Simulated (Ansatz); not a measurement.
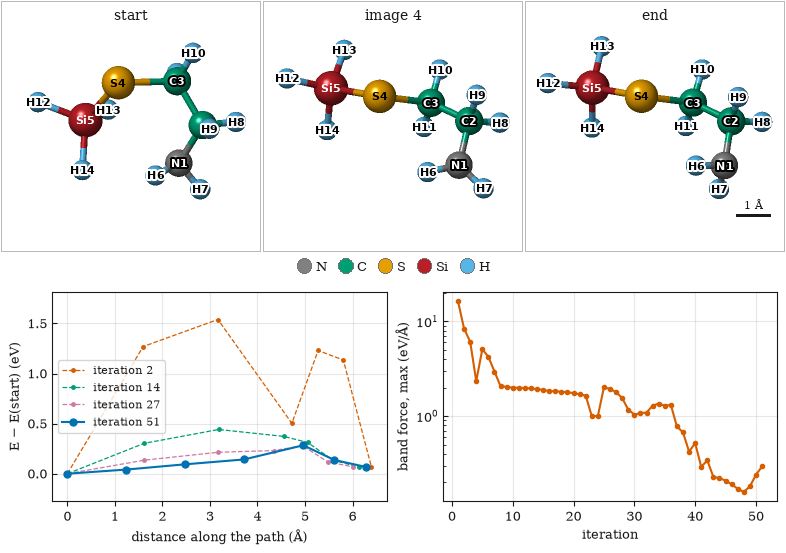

A search for the minimum-energy path of C2H9NSSi by the nudged elastic band. Images are numbered from 0 (start) to 6 (end). The plot follows the band through its iterations. The picture is a ball-and-stick view, seen at a tilt.

Computed with Ansatz, RKS PBE0-D4/def2-SVP. Run with 5 movable images; climbing image from the first iteration; force threshold 0.05 eV/Å; iteration limit 51; optimiser FIRE; starting path through a guess of the saddle point.

**Did the band converge, and can the barrier be trusted?**

The result isn't final. The band hadn't converged when the run stopped after 51 iterations. The largest component of the band force went from 16 to 0.29 eV/Å. The barrier read from it is provisional: over the last two iterations the highest image moved from 0.298 eV to 0.284 eV. The largest force component is 0.19 eV/Å at the start and 0.00 eV/Å at the end; an end with forces this large is no minimum, and the barrier measured from it can be far off. The first iteration put the highest image at 3.067 eV. Forward barrier 0.284 eV, backward barrier 0.217 eV, with image 4 at the top; the reaction energy is +0.067 eV.
